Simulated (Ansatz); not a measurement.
# BSiH5 (boranylsilane): PBE-QIDH/def2-TZVP

Aim: the energy change on altering one bond length of BSiH5 (boranylsilane) at PBE-QIDH/def2-TZVP, from 2 runs. 

The calculation is run with Ansatz 0.2.0.

46 further runs of the same task are left out: 46 set aside as unsound or not needed.

**1. The molecule**

BSiH5: 7 atoms, total charge 0, spin state singlet. As SMILES, `B[SiH3]`. Geometry: relaxed at PBE0-D4/def2-TZVP.

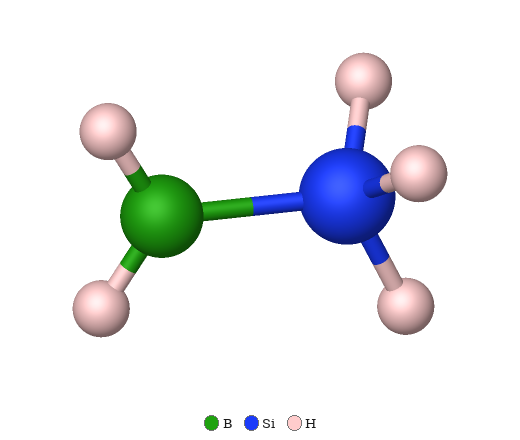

The structure, seen from a chosen angle (boron green, silicon blue, hydrogen pink).

**2. The energy at PBE-QIDH/def2-TZVP**

The input, in.yaml:

```yaml
basis:
  gaussian: {orbitals: def2-TZVP}
crystal:
  periodic: [false, false, false]
  atoms:
    - symbol: B
      position_ang: [-0.043200, -1.189000, 0.204300]
    - symbol: Si
      position_ang: [0.089100, 0.785300, -0.148500]
    - symbol: H
      position_ang: [-1.126000, -1.690600, 0.290100]
    - symbol: H
      position_ang: [0.906400, -1.902500, 0.335400]
    - symbol: H
      position_ang: [-0.616000, 1.093400, -1.427200]
    - symbol: H
      position_ang: [-0.623600, 1.516700, 0.939600]
    - symbol: H
      position_ang: [1.474500, 1.318800, -0.239500]
hamiltonian: {xc: {name: PBE-QIDH}}
correlation: {frozen_orbitals: {B: 1, H: 0, Si: 5}}
accuracy: high
output: {orbitals: {seedname: orbitals}}
```

Started as:

```console
ansatz run in.yaml --threads 1 --pin off --max-ram 3480MiB --events-out events.jsonl --progress --plain --runs-dir runs
```

Standard output:

```text
Warning: RAYON_NUM_THREADS=1 ignored (pool sized by the plan → 1); use --threads N
Functional definition: PBE-QIDH
  name "PBE-QIDH"
  parameter a = 3^(-1/3)
  parameter c = 1/3
  exchange = (1 - a)*pbe_x + a*exact_x
  correlation = (1 - c)*pbe_c + c*(mp2_os + mp2_ss)
1819 factors; integrals over basis functions are off by at most 3.9e-9 eV
mean field evaluation 1: about -8624.4358 eV, gradient 1.1e1 eV
mean field evaluation 2: about -8624.4398 eV, gradient 1.1e1 eV
mean field evaluation 4: about -8624.9902 eV, gradient 1.0e0 eV
mean field evaluation 8: about -8624.9949 eV, gradient 6.1e-3 eV
mean field evaluation 16: about -8624.9949 eV, gradient 1.2e-6 eV
mean field -8624.99490886 eV, -316.9627166692 hartree, gradient 6.8e-8 eV, S^2 0.000000; 0 other end points of the search recorded, 0 dependent functions left out
6 core orbitals not correlated: weight in the atoms' cores, before any rotation towards them, 1.000 or more for the frozen orbitals, at most 0.000 for the correlated occupied ones
reference -8624.99491013 eV, -316.9627167156 hartree; 6, 6 occupied and 86, 86 virtual orbitals, 1819 factors
second order -6.82015866 eV of doubles, -0.00000000 eV of singles
Total energy: -8627.26829635 eV, -317.0462621182 hartree
```

It took 7.8 s on 1 thread of Arm Neoverse V1, shared host; peak memory 0.24 GiB.

**3. The distorted shape**

The input, run.yaml:

```yaml
crystal:
  periodic: [false, false, false]
  atoms:
    - symbol: B
      position_ang: [-0.251045, -1.269038, 0.217952]
    - symbol: Si
      position_ang: [-0.118745, 0.705262, -0.134848]
    - symbol: H
      position_ang: [-1.333845, -1.770638, 0.303752]
    - symbol: H
      position_ang: [0.698555, -1.982538, 0.349052]
    - symbol: H
      position_ang: [-0.823845, 1.013362, -1.413548]
    - symbol: H
      position_ang: [-0.831445, 1.436662, 0.953252]
    - symbol: H
      position_ang: [1.474500, 1.318800, -0.239500]
basis:
  gaussian: {orbitals: def2-TZVP}
hamiltonian: {xc: {name: PBE-QIDH}}
correlation: {frozen_orbitals: {B: 1, H: 0, Si: 5}}
accuracy: high
output: {orbitals: {seedname: orbitals}}
```

Started as:

```console
ansatz run run.yaml --threads 1 --pin off --max-ram 3480MiB --events-out events.jsonl --progress --plain --runs-dir runs
```

Standard output, shortened:

```text
Warning: RAYON_NUM_THREADS=1 ignored (pool sized by the plan → 1); use --threads N
Functional definition: PBE-QIDH
  name "PBE-QIDH"
[...]
1815 factors; integrals over basis functions are off by at most 3.9e-9 eV
[...]
mean field -8624.62311954 eV, -316.9490536636 hartree, gradient 2.1e-8 eV, S^2 0.000000; 0 other end points of the search recorded, 0 dependent functions left out
6 core orbitals not correlated: weight in the atoms' cores, before any rotation towards them, 1.000 or more for the frozen orbitals, at most 0.000 for the correlated occupied ones
reference -8624.62312081 eV, -316.9490537102 hartree; 6, 6 occupied and 86, 86 virtual orbitals, 1815 factors
second order -6.84524265 eV of doubles, -0.00000000 eV of singles
Total energy: -8626.90486836 eV, -317.0329063860 hartree
```

Wall time 7.8 s (1 thread of Arm Neoverse V1, shared host); peak memory 0.24 GiB.

**4. Outcome**

At PBE-QIDH/def2-TZVP, 6 core orbitals frozen:

| quantity | value |
| --- | --- |
| first shape: total energy | -317.04626 Eh |
| first shape: HOMO energy (SCF part's orbitals) | -10.40 eV |
| first shape: LUMO energy (SCF part's orbitals) | -0.50 eV |
| first shape: HOMO–LUMO gap (SCF part's orbitals) | 9.91 eV |
| distorted shape: total energy | -317.03291 Eh |
| distorted shape: HOMO energy (SCF part's orbitals) | -10.43 eV |
| distorted shape: LUMO energy (SCF part's orbitals) | -0.56 eV |
| distorted shape: HOMO–LUMO gap (SCF part's orbitals) | 9.87 eV |
| energy change with the Si2–H7 bond stretched from 1.487 to 1.711 Å | 0.363 eV |

With the Si2–H7 bond stretched from 1.487 to 1.711 Å the energy rises by 0.36 eV (35.1 kJ/mol). The first shape isn't relaxed at this level, so the change isn't measured from a minimum.
